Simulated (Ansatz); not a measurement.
```xyz
8

F     0.5602    1.0787    1.4803
Ga   -0.7705   -0.5310   -0.7012
Ge   -0.3149    1.8407   -0.0429
O     0.1903   -1.2340    0.9421
H    -0.1288   -1.8760    1.5894
H    -1.4012   -1.8913   -1.2227
H     0.9733    1.7204   -0.9888
H     0.4463   -0.3356    1.3865
```

Geometry: r2SCAN-D4/def2-SVP.

The calculation used Ansatz, isolated molecule in a Gaussian basis; Kohn-Sham density functional theory, functional PBE0.

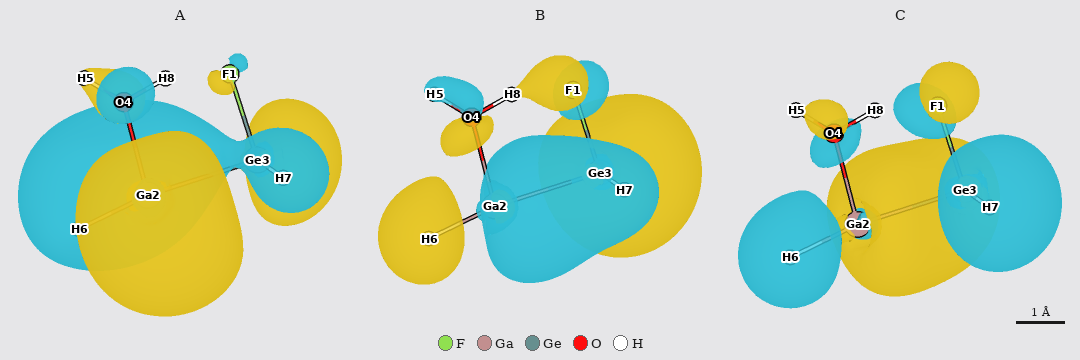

FGaGeH4O. Three frontier orbitals at ±0.06 Å⁻³ᐟ² (yellow and cyan are the two phases), in no order.

Question: Which picture is the HOMO−1, the HOMO and the LUMO?

Answer: C is the HOMO−1 (−7.29 eV). It lies mainly on Ge3 (about 40 %), Ga2 (about 25 %), H7 (about 20 %) and H6 (about 5 %). B is the HOMO (−6.06 eV). Its weight (Hirshfeld) is mainly on Ge3 (about 60 %), Ga2 (about 20 %) and H7 (about 5 %). A is the LUMO (−1.66 eV). Its weight (Hirshfeld) is mainly on Ga2 (about 70 %) and Ge3 (about 15 %).

Question: What is the HOMO–LUMO gap?

Answer: 4.40 eV between the orbital energies.
